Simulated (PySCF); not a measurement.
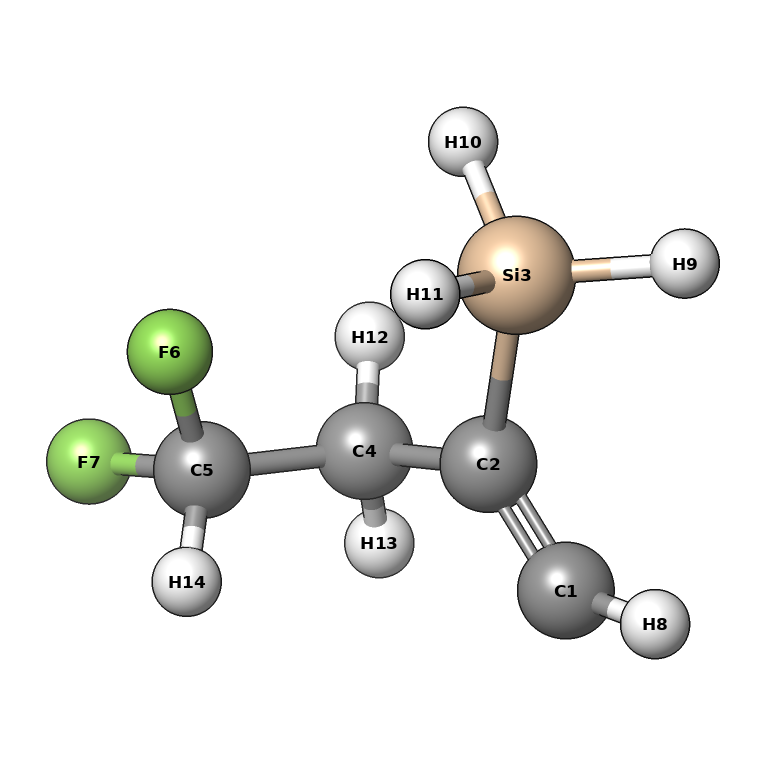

State: neutral, doublet. The geometry was computed by an optimisation with GFN2-xTB. No frequency run is at hand to confirm it as a minimum. Method: UKS B3LYP, pcH-1 on C F H Si, non-relativistic (PySCF 2.14.0). Fermi-contact and spin-dipolar terms alone, no spin-orbit part.

Which nucleus has the largest dipolar (anisotropic) hyperfine coupling?

13C at C1: principal values −76.5, −56.5, 133.0 MHz.

List the isotropic and dipolar parts for the most strongly coupled nuclei, one of each equivalent set.

```tsv
atom	isotope	a_iso (MHz)	dipolar part (MHz)
C1	13C	281.2	−76.5, −56.5, 133.0
H8	1H	58.9	−29.9, −7.2, 37.1
Si3	29Si	−119.3	−27.7, 13.1, 14.6
C2	13C	−28.2	−19.5, 0.3, 19.2
C4	13C	68.3	−5.8, −5.2, 11.0
H13	1H	−5.1	−6.0, −1.8, 7.9
F7	19F	10.1	−3.3, −2.9, 6.1
H12	1H	−7.0	−3.3, −2.2, 5.5
```

The geometry is semi-empirical. Around Si such bond lengths and angles can be off by a tenth of an ångström or more and by several degrees, and values that hang on the shape move with them.
